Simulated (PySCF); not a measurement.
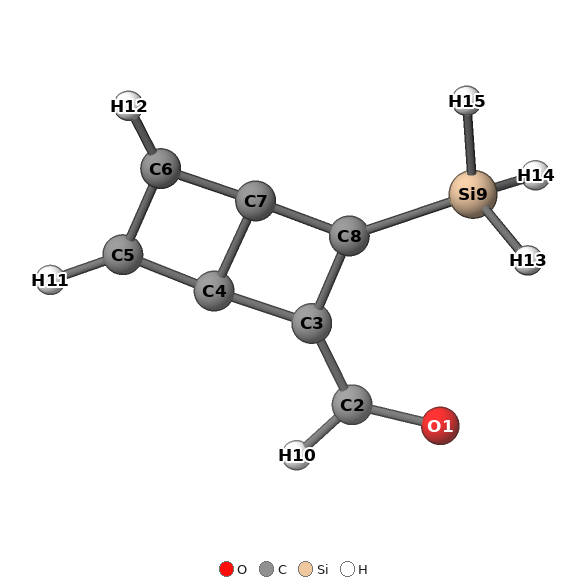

Charge −1, doublet. The geometry was computed by an optimisation with GFN2-xTB. No frequency run is at hand to confirm it as a minimum. Properties computed with UKS B3LYP, pcH-1 on C H O Si, non-relativistic (PySCF 2.14.0).

Give the isotropic hyperfine couplings (Fermi-contact term alone) of O1, C2, C3, C4, C5, C6, C7, C8, Si9, H10, H11, H12, H13, H14, H15.

| atom | isotope | a_iso (MHz) |
| --- | --- | --- |
| O1 | 17O | −18.5 |
| C2 | 13C | −3.3 |
| C3 | 13C | −2.7 |
| C4 | 13C | 3.9 |
| C5 | 13C | −11.2 |
| C6 | 13C | 42.2 |
| C7 | 13C | −31.8 |
| C8 | 13C | 14.6 |
| Si9 | 29Si | 9.8 |
| H10 | 1H | −12.4 |
| H11 | 1H | −5.1 |
| H12 | 1H | −28.4 |
| H13 | 1H | 12.2 |
| H14 | 1H | 12.2 |
| H15 | 1H | −0.9 |

The geometry is semi-empirical. Around Si such bond lengths and angles can be off by a tenth of an ångström or more and by several degrees, and values that hang on the shape move with them.
